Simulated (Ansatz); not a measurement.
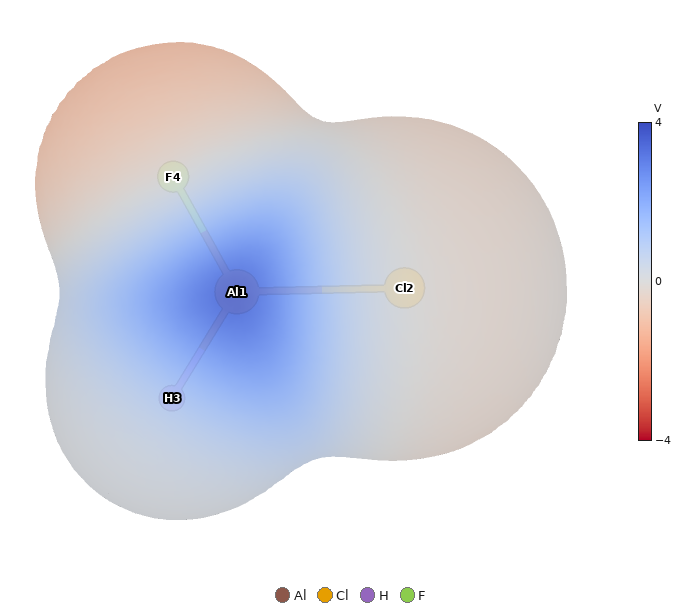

AlClFH. The molecular electrostatic potential painted on the density surface at 0.001 e/bohr³, seen across its widest extent; the colour scale runs from red (negative) to blue (positive).

Method: RKS B3LYP-D4/def2-TZVP in Ansatz.

```csv
atom,x (Å),y (Å),z (Å)
Al,0.4767,0.0000,0.1393
Cl,0.7828,0.0000,2.2044
H,1.6519,0.0000,-0.8806
F,-1.0768,0.0000,-0.4040
```

Describe the electrostatic potential map.

Answer. The most negative region (about −1.0 V) lies over F4, the most positive (about +3.1 V) over Al1.
